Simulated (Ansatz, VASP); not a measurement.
# KBr: VASP beside Ansatz, part 3 of 3

Aim: how closely do two programs agree when they are given the same cell, functional and k mesh? The cell is taken from a series of VASP runs on this material, whose earlier steps may have relaxed, scaled or displaced it; both programs get it as it stands. Other levels of theory on this material are compared in a session of their own. Valence electrons are named where the data sets of a main pair hold unlike numbers.

VASP 6.6.1 and Ansatz 0.2.0.

So far. Step 5 (VASP: band structure, LDA, spin-orbit coupling): The run ends at a pressure of -1.57 GPa. Step 8 (VASP: band structure, r2SCAN, spin-orbit coupling): The run ends at a pressure of 0.12 GPa.

**9. Ansatz: band structure, r2SCAN, spin-orbit coupling**

Level of this step: Ansatz beside VASP: Kohn-Sham DFT, plane waves, r2SCAN, spin-orbit coupling (Ansatz).

The same cell, functional, mesh and smearing now go to Ansatz, which takes its cutoff from its data sets.

The cell is taken from a series of VASP runs on this material, whose earlier steps may have relaxed, scaled or displaced it; both programs get it as it stands.

The input, input.yaml:

```yaml
crystal:
  lattice:
    - [0.0, 3.29235, 3.29235]
    - [3.29235, 0.0, 3.29235]
    - [3.29235, 3.29235, 0.0]
  atoms:
    - { symbol: Br, position: [0.5, 0.5, 0.5] }
    - { symbol: K, position: [0.0, 0.0, 0.0] }
hamiltonian:
  xc: r2scan
  pseudopotentials: { kind: paw_fr }
magnetization:
  noncollinear: true
  spin_orbit: true
kpoints:
  mp_grid: { grid: [6, 6, 6] }
  band_path:
    path:
      - [0.0, 0.0, 0.0]
      - [0.16667, 0.0, 0.16667]
      - [0.33333, 0.0, 0.33333]
      - [0.5, 0.0, 0.5]
      - [0.5, 0.08333, 0.58333]
      - [0.5, 0.19444, 0.69444]
      - [0.5, 0.25, 0.75]
      - [0.45833, 0.29167, 0.75]
      - [0.40278, 0.34722, 0.75]
      - [0.375, 0.375, 0.75]
      - [0.20833, 0.20833, 0.41667]
      - [0.08333, 0.08333, 0.16667]
      - [0.0, 0.0, 0.0]
      - [0.22222, 0.22222, 0.22222]
      - [0.38889, 0.38889, 0.38889]
      - [0.51389, 0.47222, 0.51389]
      - [0.55556, 0.38889, 0.55556]
      - [0.61111, 0.27778, 0.61111]
      - [0.61111, 0.25, 0.63889]
      - [0.56944, 0.25, 0.68056]
      - [0.51389, 0.25, 0.73611]
      - [0.5, 0.27778, 0.72222]
      - [0.5, 0.38889, 0.61111]
      - [0.5, 0.47222, 0.52778]
      - [0.48611, 0.48611, 0.52778]
      - [0.43056, 0.43056, 0.63889]
      - [0.38889, 0.38889, 0.72222]
      - [0.59722, 0.19444, 0.59722]
      - [0.55556, 0.11111, 0.55556]
      - [0.5, 0.0, 0.5]
    npoints: 1
scf:
  occupations: { method: gaussian, width: 0.03 }
  n_extra_bands: 14
output:
  forces: true
  stress: true
  eigenvalues: true
```

Launch:

```bash
> ansatz run input.yaml --threads 2 --pin off --max-ram 4608MiB --backend cpu --events-out ev --progress --plain --runs-dir out
```

Numbers of over 12 decimals in the logs are rounded to 6 here.

Output:

```text
[...]
Crystal: 2 atoms, lattice volume = 71.375 Å³
Basis set: ecut = 500 eV, 1837 PW (Γ), exchange–correlation on 144×144×144 points (64 copies of the dense FFT grid, shifted against one another)
Bands: 30, of which v1, the nominal top of the filled ones, is band 16 counted from 1 (15 counted from 0)
[...]
k-point 0: bands = [... 12 lower, 0.8703, 0.8703, 0.8703, 0.8703, 5.8092, 5.8092, 8.9450, 8.9450, ... 10 higher]
  k-point 1: bands = [... 12 lower, 0.6267, 0.6267, 0.7779, 0.7779, 6.4646, 6.4646, 8.7664, 8.7664, ... 10 higher]
  k-point 2: bands = [... 12 lower, 0.3624, 0.3624, 0.6042, 0.6042, 7.5266, 7.5266, 9.0477, 9.0477, ... 10 higher]
  k-point 15: bands = [... 12 lower, 0.2409, 0.2409, 0.3873, 0.3873, 7.8229, 7.8229, 9.5018, 9.5018, ... 10 higher]
[key lines of the parts left out:]
SCF converged after 7 iterations
Magnetization: |M| = 0.0000 μB,  M = (+0.0000, +0.0000, +0.0000) μB
Free energy (F): -4335.378078 eV
Fermi energy:    3.339819 eV
P = ⅓ Tr σ = 0.1841 GPa (1.841 kbar)
```

Elapsed: 25 s, on 2 threads of Arm Neoverse N1, shared host; peak memory 0.65 GiB.

**10. Differences**

Compared:

| quantity | Ansatz | VASP | difference |
| --- | --- | --- | --- |
| pressure (GPa) | 0.18 | 0.12 | +0.07 |
| gap over the path points (eV) | 4.939 | 4.939 | 0.000 |

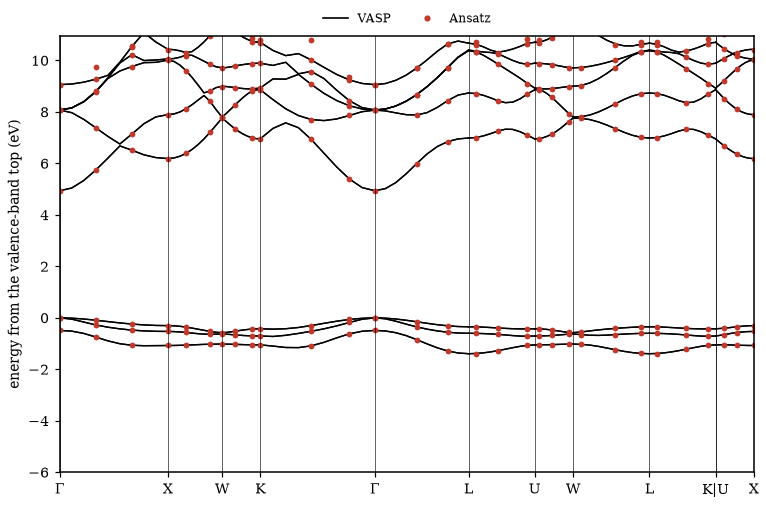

Bands from VASP (lines) and levels from Ansatz (dots). Dots without a line are higher empty bands that the VASP plot leaves out.

Levels at points of the path, from each program's valence-band top (eV; 6 filled, then empty):

| k (reciprocal lattice) | Ansatz | VASP |
| --- | --- | --- |
| 0.000 0.000 0.000 | -0.49 -0.49 0.00 0.00 0.00 0.00 4.94 4.94 8.07 8.07 8.07 8.07 | -0.49 -0.49 0.00 0.00 0.00 0.00 4.94 4.94 8.07 8.07 8.07 8.07 |
| 0.167 0.000 0.167 | -0.75 -0.75 -0.28 -0.28 -0.09 -0.09 5.75 5.75 7.38 7.38 8.78 8.78 | -0.74 -0.74 -0.27 -0.27 -0.09 -0.09 5.75 5.75 7.38 7.38 8.79 8.79 |
| 0.333 0.000 0.333 | -1.06 -1.06 -0.47 -0.47 -0.24 -0.24 6.51 6.51 7.14 7.14 9.75 9.75 | -1.06 -1.06 -0.47 -0.47 -0.24 -0.24 6.51 6.51 7.14 7.14 9.76 9.76 |
| 0.500 0.000 0.500 | -1.07 -1.07 -0.53 -0.53 -0.30 -0.30 6.19 6.19 7.89 7.89 10.01 10.01 | -1.07 -1.07 -0.53 -0.53 -0.30 -0.30 6.19 6.19 7.90 7.90 10.02 10.02 |
| 0.500 0.083 0.583 | -1.06 -1.06 -0.57 -0.57 -0.36 -0.36 6.39 6.39 8.12 8.12 9.60 9.60 | -1.06 -1.06 -0.57 -0.57 -0.36 -0.36 6.39 6.39 8.12 8.12 9.61 9.61 |
| 0.500 0.194 0.694 | -1.02 -1.02 -0.64 -0.64 -0.53 -0.53 7.21 7.21 8.41 8.41 8.81 8.81 | -1.02 -1.02 -0.64 -0.64 -0.53 -0.53 7.21 7.21 8.42 8.42 8.81 8.81 |
| 0.500 0.250 0.750 | -1.02 -1.02 -0.62 -0.62 -0.58 -0.58 7.76 7.76 7.80 7.80 8.99 8.99 | -1.02 -1.02 -0.63 -0.63 -0.57 -0.57 7.76 7.76 7.80 7.80 9.00 9.00 |
| 0.458 0.292 0.750 | -1.03 -1.03 -0.66 -0.66 -0.52 -0.52 7.36 7.36 8.26 8.26 8.94 8.94 | -1.03 -1.03 -0.66 -0.66 -0.52 -0.52 7.36 7.36 8.26 8.26 8.95 8.95 |
| 0.403 0.347 0.750 | -1.05 -1.05 -0.70 -0.70 -0.44 -0.44 7.00 7.00 8.80 8.80 8.89 8.89 | -1.05 -1.05 -0.70 -0.70 -0.44 -0.44 7.00 7.00 8.81 8.81 8.90 8.90 |
| 0.375 0.375 0.750 | -1.05 -1.05 -0.70 -0.70 -0.42 -0.42 6.95 6.95 8.86 8.86 8.93 8.93 | -1.05 -1.05 -0.70 -0.70 -0.42 -0.42 6.95 6.95 8.86 8.86 8.93 8.93 |

Among the levels compared at these points, filled levels agree within 2 meV and empty ones within 19 meV. Ansatz's pressure holds a Pulay correction of 0.02 GPa; VASP's holds none.

**11. Results**

```
largest difference of a filled level at the path points (band structure, r2SCAN)                      : 2.4 meV
largest difference of a filled level at the path points (band structure, LDA, spin-orbit coupling)    : 9.7 meV
largest difference of a filled level at the path points (band structure, r2SCAN, spin-orbit coupling) : 2.1 meV
```

**Reading.** The largest difference of a filled level at the path points is 9.7 meV (band structure, LDA, spin-orbit coupling), within the 80 meV picked in this series as the mark of a large difference. 3 further runs of this series are not shown here. How closely two codes agree says nothing of how well the functional describes the real material.

[Lines on the potential files, build, host, timing and source positions are cut from VASP's logs without a mark.]

[Logs are printed without paths, hosts, clocks, repeated set-up lines and the standing remarks that a program may print on its own settings, such as how far it seeks lower states.]

[Hosts, paths, dates, database ids (printed as entryN), source tags and the programs' standing remarks are cut or masked in the printed files.]
